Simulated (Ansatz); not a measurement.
# C$_{2}$H$_{7}$Al: nudged elastic band (part 2 of 2)

Continued. System: C$_{2}$H$_{7}$Al. Method: RKS PBE0-D4/6-31G* (Ansatz 0.2.0). It belongs to a series of runs on one base structure; here: band between the two ends.

Geometry of the input (Å):
```
Al 0.4895  0.0624  -0.1478
C  0.9274  -0.0202  1.7644
H  0.0492  -0.1315  2.4097
H  1.6040  -0.8591  1.9774
H  1.4609  0.8848  2.0858
H  1.6932  0.1886  -1.2006
C  -1.3673  -0.0156  -0.7845
H  -1.8403  -0.9661  -0.5020
H  -1.9810  0.7734  -0.3297
H  -1.4515  0.0833  -1.8723
```

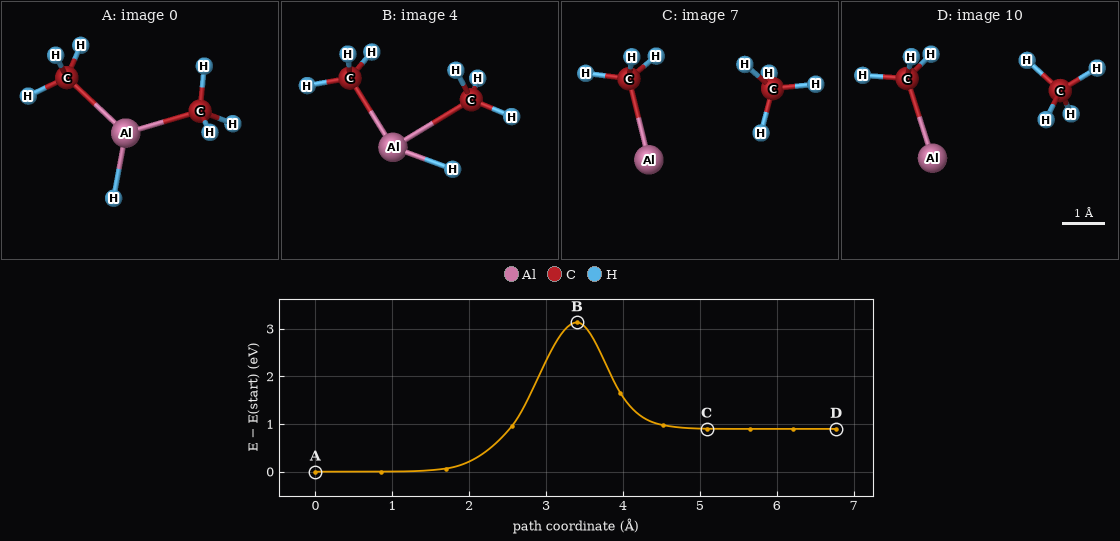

*Images of the last band (counted from 0; ball-and-stick, seen at a tilt) above the energy along the path; the line is a cubic interpolation that uses the forces.*

The highest image is number 4, 3.134 eV above the start and 2.236 eV above the end (the climbing image); the end lies 0.898 eV above the start. The path is 6.77 Å long. The band converged in 18 iterations.

```
Total energy: -8775.71963786 eV, -322.5017482951 hartree
Atom 0 at     0.648371    -0.113393    -0.815580 Å, force    -0.009165    -0.007503    -0.013686 eV/Å
Atom 1 at     0.893116    -0.065834     1.424177 Å, force    -0.005408     0.013937     0.013446 eV/Å
Atom 2 at     0.161876    -0.820257     1.743305 Å, force     0.002779     0.002803    -0.008068 eV/Å
Atom 3 at     1.811088    -0.196233     2.004172 Å, force    -0.001296    -0.000053    -0.008991 eV/Å
Atom 4 at     0.505573     0.946372     1.607773 Å, force     0.002555    -0.008725     0.008024 eV/Å
Atom 5 at     1.951355    -0.275975     0.080941 Å, force    -0.004000     0.000398     0.002880 eV/Å
Atom 6 at    -1.309403     0.102771    -0.697750 Å, force     0.023134     0.008151     0.012706 eV/Å
Atom 7 at    -1.732426    -0.758900    -0.166120 Å, force    -0.007418    -0.003089    -0.002204 eV/Å
Atom 8 at    -1.547088     0.997314    -0.108898 Å, force    -0.002064    -0.002487    -0.000590 eV/Å
Atom 9 at    -1.798363     0.184133    -1.671720 Å, force     0.000883    -0.003433    -0.003518 eV/Å
Dipole moment:    -0.233981     0.030365     0.139133 e Å
this run last wrote the band of iteration 18 to [file]
```

## The last band as extended XYZ (Å, eV, eV/Å)
```
10
Properties=species:S:1:pos:R:3:forces:R:3 image=0 energy=-8778.85357
Al    0.4895    0.0624   -0.1478   -0.0048  -0.0050  -0.0043
C     0.9274   -0.0202    1.7644    0.0137   0.0003   0.0100
H     0.0492   -0.1315    2.4097   -0.0091   0.0003  -0.0001
H     1.6040   -0.8591    1.9774   -0.0004   0.0039  -0.0036
H     1.4609    0.8848    2.0858    0.0002  -0.0025  -0.0044
H     1.6932    0.1886   -1.2006   -0.0074   0.0017   0.0065
C    -1.3673   -0.0156   -0.7845    0.0106   0.0043  -0.0141
H    -1.8403   -0.9661   -0.5020   -0.0019  -0.0046   0.0015
H    -1.9810    0.7734   -0.3297    0.0012   0.0027   0.0044
H    -1.4515    0.0833   -1.8723   -0.0022  -0.0011   0.0040
10
Properties=species:S:1:pos:R:3:forces:R:3 image=1 energy=-8778.85106
Al    0.5052   -0.0496   -0.1598   -0.0021   0.0037   0.0021
C     0.9316   -0.0253    1.7574    0.0010   0.0010  -0.0034
H     0.1558   -0.5034    2.3673   -0.0003   0.0019   0.0022
H     1.8887   -0.5102    1.9817    0.0005  -0.0027   0.0006
H     1.0138    1.0110    2.1161    0.0028  -0.0004   0.0015
H     1.6986   -0.1212   -1.2281   -0.0012  -0.0002   0.0009
C    -1.3582    0.0392   -0.7750    0.0009  -0.0007  -0.0007
H    -1.9145   -0.8594   -0.4743   -0.0010  -0.0015  -0.0024
H    -1.8887    0.8876   -0.3224   -0.0007  -0.0008  -0.0001
H    -1.4480    0.1313   -1.8627    0.0001  -0.0003  -0.0008
10
Properties=species:S:1:pos:R:3:forces:R:3 image=2 energy=-8778.78671
Al    0.6049   -0.1129   -0.2546   -0.0001   0.0199   0.0580
C     0.8496   -0.0304    1.6782   -0.0151  -0.0160   0.0730
H     0.1883   -0.7634    2.1600    0.0343   0.0172   0.0908
H     1.8709   -0.2048    2.0274    0.0164   0.0025   0.0382
H     0.5264    0.9549    2.0407    0.0261   0.0000   0.0910
H     1.8979   -0.3184   -1.1708   -0.0943  -0.0025  -0.2060
C    -1.2834    0.0873   -0.7522    0.0057  -0.0071   0.0060
H    -1.8302   -0.7448   -0.2841   -0.0338   0.0012  -0.0517
H    -1.6510    0.9912   -0.2445   -0.0325   0.0015  -0.0514
H    -1.5894    0.1413   -1.7998    0.0934  -0.0167  -0.0479
10
Properties=species:S:1:pos:R:3:forces:R:3 image=3 energy=-8777.90419
Al    0.6336   -0.1161   -0.4106   -0.0074  -0.0060   1.1284
C     0.7923   -0.0380    1.5151   -0.3234   0.0423   0.2501
H     0.1060   -0.7794    1.9326   -0.1685   0.1018   0.5191
H     1.7913   -0.1913    1.9380   -0.0903  -0.0087  -0.1361
H     0.4482    0.9652    1.7889   -0.1706   0.0474   0.5154
H     2.1704   -0.3210   -0.5536    0.5922  -0.1291  -1.6943
C    -1.2912    0.0899   -0.7510    0.0661  -0.0208  -0.1604
H    -1.7302   -0.7545   -0.1950    0.0120   0.0287  -0.1282
H    -1.5457    0.9775   -0.1491    0.0174  -0.0396  -0.1349
H    -1.7906    0.1679   -1.7150    0.0725  -0.0159  -0.1590
10
Properties=species:S:1:pos:R:3:forces:R:3 image=4 energy=-8775.71961
Al    0.6484   -0.1134   -0.8156   -0.0092  -0.0075  -0.0137
C     0.8931   -0.0658    1.4242   -0.0054   0.0139   0.0134
H     0.1619   -0.8203    1.7433    0.0028   0.0028  -0.0081
H     1.8111   -0.1962    2.0042   -0.0013  -0.0001  -0.0090
H     0.5056    0.9464    1.6078    0.0026  -0.0087   0.0080
H     1.9514   -0.2760    0.0809   -0.0040   0.0004   0.0029
C    -1.3094    0.1028   -0.6977    0.0231   0.0082   0.0127
H    -1.7324   -0.7589   -0.1661   -0.0074  -0.0031  -0.0022
H    -1.5471    0.9973   -0.1089   -0.0021  -0.0025  -0.0006
H    -1.7984    0.1841   -1.6717    0.0009  -0.0034  -0.0035
10
Properties=species:S:1:pos:R:3:forces:R:3 image=5 energy=-8777.19483
Al    0.6242   -0.0929   -1.0967   -0.1365   0.0052  -1.5411
C     1.0273   -0.0879    1.4011    0.7069  -0.0832  -0.1016
H     0.2499   -0.8366    1.6337    0.4578  -0.0102  -0.5498
H     1.8429   -0.2030    2.1051    0.1586   0.0237   0.5781
H     0.5686    0.9050    1.5426    0.3795  -0.1562  -0.4173
H     1.6947   -0.2273    0.4077   -1.4127   0.1995   1.8062
C    -1.3087    0.1074   -0.6795    0.0301   0.0184   0.0963
H    -1.7401   -0.7639   -0.1690   -0.0632  -0.0186   0.0258
H    -1.5617    0.9995   -0.0917   -0.0563   0.0201   0.0245
H    -1.8130    0.1996   -1.6530   -0.0643   0.0015   0.0790
10
Properties=species:S:1:pos:R:3:forces:R:3 image=6 energy=-8777.87655
Al    0.5082    0.1408   -1.4935   -0.0622   0.0219  -0.2297
C     1.1177   -0.1242    1.4984    0.0415  -0.0042   0.0615
H     0.3999   -0.9467    1.5365    0.0461  -0.0083  -0.0038
H     1.8747   -0.2456    2.2741   -0.0027  -0.0042   0.1258
H     0.5900    0.8234    1.6305    0.0437  -0.0018   0.0082
H     1.6542   -0.1270    0.5358   -0.0323  -0.0119   0.0972
C    -1.3425    0.1204   -0.7312   -0.0031   0.0109  -0.0367
H    -1.6313   -0.8277   -0.2538    0.0342   0.0002  -0.0148
H    -1.5631    0.9231   -0.0124    0.0391  -0.0035  -0.0194
H    -2.0238    0.2637   -1.5841   -0.1043   0.0008   0.0115
10
Properties=species:S:1:pos:R:3:forces:R:3 image=7 energy=-8777.95203
Al    0.3185    0.4025   -1.7710   -0.0104   0.0019  -0.0164
C     1.2076   -0.1554    1.5828   -0.0018  -0.0035   0.0085
H     0.5235   -1.0026    1.4942    0.0061  -0.0006   0.0036
H     1.8836   -0.3148    2.4261   -0.0009  -0.0027   0.0103
H     0.6329    0.7601    1.7425    0.0071   0.0004   0.0009
H     1.8042   -0.0632    0.6685    0.0094   0.0020   0.0068
C    -1.4245    0.1346   -0.8277    0.0000   0.0016  -0.0051
H    -1.5196   -0.8756   -0.4015    0.0019   0.0010  -0.0036
H    -1.5688    0.8434    0.0015    0.0017   0.0002  -0.0038
H    -2.2732    0.2709   -1.5152   -0.0132  -0.0003  -0.0012
10
Properties=species:S:1:pos:R:3:forces:R:3 image=8 energy=-8777.95545
Al    0.2290    0.5813   -1.7875    0.0010   0.0004   0.0005
C     1.2756   -0.1439    1.6337    0.0004  -0.0027  -0.0094
H     0.4540   -0.8303    1.4148    0.0011  -0.0038   0.0075
H     1.8304   -0.5039    2.5035   -0.0049  -0.0026   0.0019
H     0.8734    0.8500    1.8455    0.0023   0.0021  -0.0043
H     1.9541   -0.0907    0.7765    0.0014   0.0062   0.0025
C    -1.4912    0.1078   -0.8849    0.0010   0.0012  -0.0024
H    -1.5388   -0.9588   -0.6167   -0.0008   0.0000   0.0012
H    -1.6426    0.6767    0.0449   -0.0014  -0.0009   0.0012
H    -2.3599    0.3118   -1.5296   -0.0001   0.0001   0.0012
10
Properties=species:S:1:pos:R:3:forces:R:3 image=9 energy=-8777.95550
Al    0.1986    0.8104   -1.6679    0.0005   0.0000   0.0002
C     1.2969   -0.1729    1.6321   -0.0011  -0.0001  -0.0021
H     0.3460   -0.6684    1.4210    0.0007  -0.0017   0.0010
H     1.7095   -0.5634    2.5657   -0.0011   0.0002   0.0007
H     1.1361    0.9039    1.7319    0.0012   0.0003  -0.0008
H     2.0054   -0.3627    0.8206    0.0007   0.0010   0.0009
C    -1.5114    0.1199   -0.8938   -0.0001   0.0003  -0.0004
H    -1.4638   -0.9580   -0.6756   -0.0003   0.0000  -0.0002
H    -1.7751    0.6244    0.0481   -0.0001  -0.0002   0.0001
H    -2.3582    0.2668   -1.5818   -0.0003   0.0002   0.0006
10
Properties=species:S:1:pos:R:3:forces:R:3 image=10 energy=-8777.95537
Al    0.1382    1.0170   -1.5461   -0.0037  -0.0014   0.0020
C     1.3215   -0.1862    1.6395    0.0020  -0.0062   0.0033
H     0.2740   -0.4456    1.4641    0.0082  -0.0020   0.0024
H     1.6463   -0.6207    2.5890   -0.0072   0.0078  -0.0172
H     1.4315    0.9007    1.6843    0.0036  -0.0068  -0.0029
H     1.9437   -0.5824    0.8316   -0.0077   0.0074   0.0128
C    -1.5328    0.1179   -0.9114    0.0014   0.0001   0.0012
H    -1.3763   -0.9510   -0.6994   -0.0028   0.0061  -0.0004
H    -1.9262    0.5724    0.0110    0.0028  -0.0053  -0.0056
H    -2.3359    0.1781   -1.6622    0.0035   0.0003   0.0044
```

## Results in brief

```csv
quantity,value
outcome,converged
"barrier, forward",3.134 eV
"barrier, backward",2.236 eV
wall time,5.6 min
peak memory,0.13 GiB
```

## Notes

The order of the saddle point was not checked.
